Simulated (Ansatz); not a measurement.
System: C₅H₁₅N₃OW (SMILES C[N]=[W](=[O])([N](C)C)[N](C)C).

```xyz
25

C     1.0689   -3.2082   -0.2677
N     0.6202   -1.8688   -0.1223
W     0.1399   -0.2873   -0.7331
O     0.1915   -0.1152   -2.4488
N    -1.6947    0.0073   -0.1224
C    -2.5025    1.0380   -0.7368
C    -2.3898   -0.6944    0.9291
N     1.3642    1.0097    0.0696
C     2.2116    0.8153    1.2209
C     1.4755    2.3392   -0.4892
H     1.2223   -3.4872   -1.3161
H     0.3417   -3.9030    0.1678
H     2.0152   -3.3529    0.2661
H    -1.9719    1.5130   -1.5645
H    -3.4326    0.6151   -1.1398
H    -2.7738    1.8176   -0.0119
H    -1.7641   -1.4874    1.3358
H    -3.3194   -1.1418    0.5504
H    -2.6614   -0.0136    1.7479
H     3.2625    1.0150    0.9692
H     1.9332    1.4958    2.0376
H     2.1308   -0.2079    1.5847
H     0.8678    2.4393   -1.3909
H     1.1495    3.1030    0.2299
H     2.5155    2.5594   -0.7654
```

Geometry: PBE0-D4/def2-TZVP; core potentials replace the inner electrons of W.

The calculation used RKS PBE0-D4/def2-TZVPP in Ansatz 0.2.0.

**What can the converged electron density and electron localisation function tell about the bonding?**

C–N (1.45 Å): the density is about 1.9 e/Å³ at the midpoint; the ELF peaks at about 0.90 between the atoms, as expected for a shared electron pair.
C–H (1.09 Å): ρ is about 2 e/Å³ halfway; the ELF climbs to about 1 towards the hydrogen, as it does in any bond to H: an ordinary covalent bond to hydrogen.
W–N (1.96 Å): ρ is about 1.1 e/Å³ halfway; the ELF peaks at about 0.90 in the valence shell of N, 0.6 Å from its nucleus, and is about 0.30 at the midpoint.

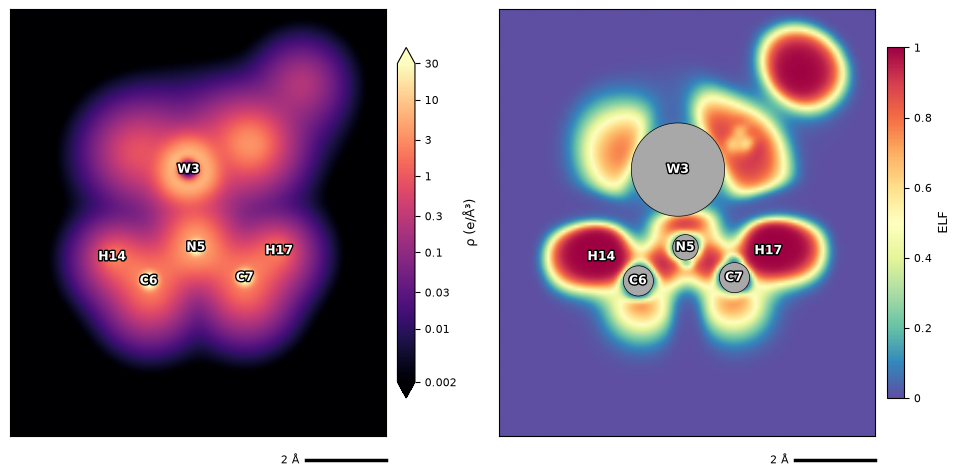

Computed electron density and electron localisation function on the plane of atoms N5, C6 and H14, in this order. Grey discs cover the atomic cores in the ELF map. 
